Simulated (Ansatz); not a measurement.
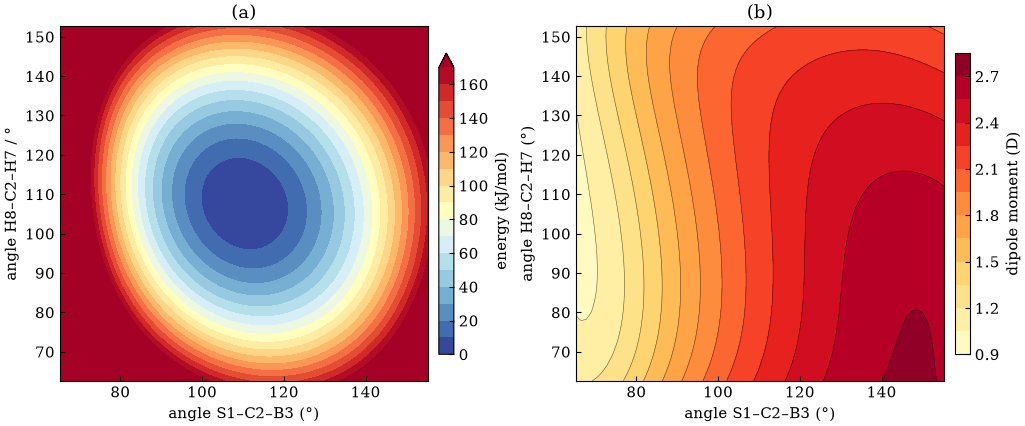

CH₅AlBNS, SMILES SC[B]1[NH][AlH]1. First axis: angle S1–C2–B3. Second axis: angle H8–C2–H7. Nothing is relaxed (all other coordinates rigid). The grid has 11 × 11 points. Energies: kJ/mol, counted from the lowest grid point. The calculation used RKS B3LYP-D4/def2-SVP (Ansatz 0.2.0).

Panel (a) is the energy and panel (b) the computed dipole moment on the same grid.

Drawn: filled contours, one colour for all values above the top of the scale. Between grid points the surface is interpolated.

### How does the dipole moment vary over the map, and what is it at the lowest grid point?

Leaving out the highest fifth of the energies, it runs from 1.12 D at angle S1–C2–B3 = 74.2°, angle H8–C2–H7 = 89.6° to 2.71 D at angle S1–C2–B3 = 146.2°, angle H8–C2–H7 = 71.6°. At the lowest grid point, angle S1–C2–B3 = 110.2°, angle H8–C2–H7 = 107.6°, it is 2.20 D.
